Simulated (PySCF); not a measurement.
# NMR shielding calculation of C$_{4}$H$_{5}$F

The run: NMR shielding calculation of C$_{4}$H$_{5}$F. Method and program: GIAO BP86/pcSseg-2 NMR shielding, non-relativistic, gas phase (PySCF 2.14.0).

The geometry comes from this level: PBE0-D3(BJ)/def2-SVP. Figures and captions count atoms from 1; the log counts them from 0 in places.

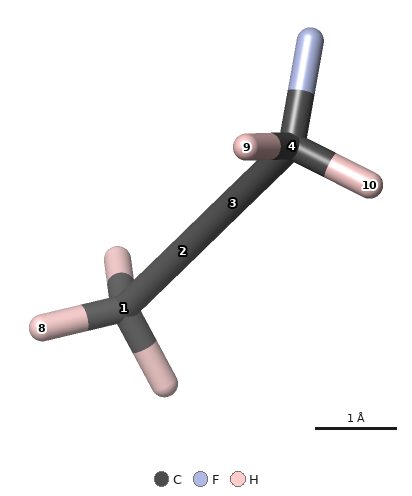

Fig. 1: The input geometry (stick view, seen at a tilt; atoms are numbered from 1 in the order of the input). Bond lengths as drawn: C–C 1.21 to 1.46 Å, C–F 1.37 Å and C–H 1.10 Å.

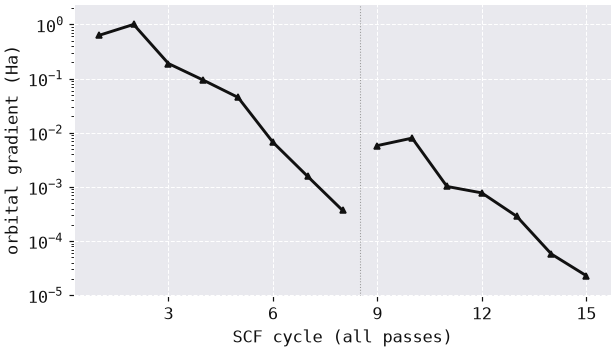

Fig. 2: Convergence of the self-consistent field: orbital gradient against the SCF cycle. The dotted line marks the change from a coarse to the final integration grid. The first 8 cycles use a coarse grid, the final grid takes over at cycle 9, and the field converges after 15 cycles in all.

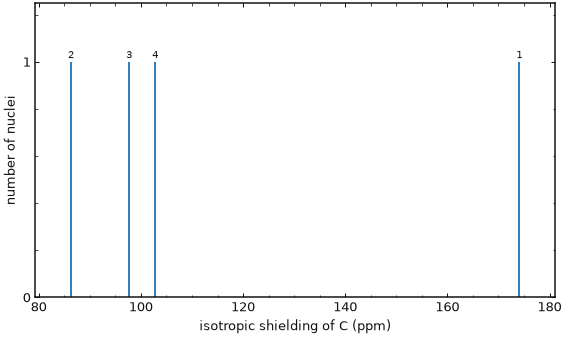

Fig. 3: Isotropic shieldings of the carbon nuclei in this fixed geometry, labelled by atom number; shielding grows to the right, so chemical shift grows to the left. The least shielded is C2 (86.3 ppm), the most shielded C1 (174.1 ppm).

These pictures come from the run below.

## Input file
```
{"job": {"kind": "nmr", "xc": "BP86", "basis": "pcSseg-2", "pop": false}, "charge": 0, "multiplicity": 1}
C     -2.034521     0.294179    -0.019701
C     -0.600459     0.075041    -0.086325
C      0.596607    -0.103930    -0.144117
C      2.034665    -0.326377    -0.207987
F      2.704412     0.754408    -0.725112
H     -2.586017    -0.535135    -0.489577
H     -2.309041     1.220680    -0.547616
H     -2.378796     0.386218     1.022094
H      2.429434    -0.530513     0.802949
H      2.253859    -1.206802    -0.838278
```

The first line tells a small driver script what to run in PySCF; the rest is the geometry in Å.

Launch command:
```bash
OMP_NUM_THREADS=1 python <driver script> task.json out
```

## What the program printed
```
coarse grid: 8536 points
cycle   1  E = -255.2227872693  dE =  4.341e-01  |g| = 6.278e-01  |ddm| = 2.544e+00
cycle   2  E = -255.1184503803  dE =  1.043e-01  |g| = 1.002e+00  |ddm| = 2.558e+00
cycle   3  E = -255.2959693906  dE = -1.775e-01  |g| = 1.899e-01  |ddm| = 1.959e+00
cycle   4  E = -255.3008078545  dE = -4.838e-03  |g| = 9.395e-02  |ddm| = 1.963e-01
cycle   5  E = -255.3025184545  dE = -1.711e-03  |g| = 4.500e-02  |ddm| = 1.162e-01
cycle   6  E = -255.3030068177  dE = -4.884e-04  |g| = 6.697e-03  |ddm| = 4.153e-02
cycle   7  E = -255.3030175592  dE = -1.074e-05  |g| = 1.564e-03  |ddm| = 7.598e-03
cycle   8  E = -255.3030180504  dE = -4.911e-07  |g| = 3.700e-04  |ddm| = 1.605e-03
final grid: 83296 points
cycle   9  E = -255.3064612057  dE = -9.394e-05  |g| = 5.802e-03  |ddm| = 7.388e-02
cycle  10  E = -255.3064532973  dE =  7.908e-06  |g| = 7.978e-03  |ddm| = 1.249e-02
cycle  11  E = -255.3064685553  dE = -1.526e-05  |g| = 1.021e-03  |ddm| = 6.423e-03
cycle  12  E = -255.3064685964  dE = -4.103e-08  |g| = 7.766e-04  |ddm| = 1.938e-03
cycle  13  E = -255.3064687113  dE = -1.149e-07  |g| = 2.882e-04  |ddm| = 8.596e-04
cycle  14  E = -255.3064687294  dE = -1.812e-08  |g| = 5.762e-05  |ddm| = 2.729e-04
cycle  15  E = -255.3064687298  dE = -4.664e-10  |g| = 2.301e-05  |ddm| = 5.811e-05
converged SCF energy = -255.3064687298

GIAO shielding tensors (ppm)
atom      isotropic    diamagn.    paramagn.     s11        s22        s33       span
  0 C      174.094     240.682     -66.588    165.394    165.559    191.330     25.936
  1 C       86.322     265.056    -178.734      3.761     17.301    237.904    234.143
  2 C       97.700     267.564    -169.864      9.414     11.225    272.461    263.047
  3 C      102.797     235.806    -133.010     69.538     76.473    162.380     92.842
  4 F      404.581     466.831     -62.250    365.327    388.806    459.611     94.284
  5 H       29.290      28.488       0.802     24.614     27.554     35.701     11.087
  6 H       29.203      28.262       0.941     24.683     27.561     35.366     10.683
  7 H       29.281      28.713       0.568     24.552     27.571     35.720     11.168
  8 H       26.120      28.318      -2.198     21.657     27.062     29.641      7.984
  9 H       26.116      28.035      -1.919     21.659     27.047     29.643      7.984
```

## Results in brief

- outcome: converged
- total energy: −255.306469 hartree
- HOMO: −6.39 eV
- LUMO: −0.72 eV
- dipole moment: 2.19 D
- isotropic shielding, C: 86.3 to 174.1 ppm
- isotropic shielding, F: 404.6 ppm
- isotropic shielding, H: 26.1 to 29.3 ppm
- hardware: 1 CPU thread, shared host
- wall time: 47 s
- peak memory: 0.73 GiB
